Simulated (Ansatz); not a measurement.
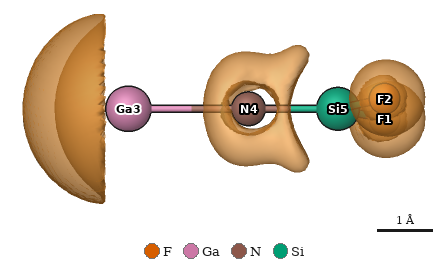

Figure. F₂GaNSi (SMILES F[Si+](F)[N][Ga]) (charge +1, doublet). Isosurface of the electron localisation function at 0.8 (orange), seen from one side. Only the valence region is drawn (cores and ρ < 0.01 e/Å³ removed).

Geometry: B3LYP/6-31G*.

The calculation used isolated molecule in a Gaussian basis; Kohn-Sham density functional theory, functional PBE0 in Ansatz.

```xyz
5

F     1.5982   -2.3765   -3.3909
F     3.0232   -3.3597   -1.4249
Ga    4.4745    1.2787   -1.9010
N     3.4601   -0.6646   -2.1390
Si    2.7039   -2.1143   -2.3159
```

Question: Identify the bonds, lone pairs and shells in this picture.

Answer: At this value the surface marks out one lobe on Ga, pointing away from the bonds (non-bonding electrons), two regions wrapped around F (the valence shell of each) and one region wrapped around N (its valence shell). Profiles from the grid: Si–F (1.56 Å): the ELF peaks at about 0.80 in the valence shell of F, 0.5 Å from its nucleus, and is about 0.50 at the midpoint. Si–N (1.64 Å): the ELF peaks at about 0.85 between the atoms (a short, strongly polar bond).
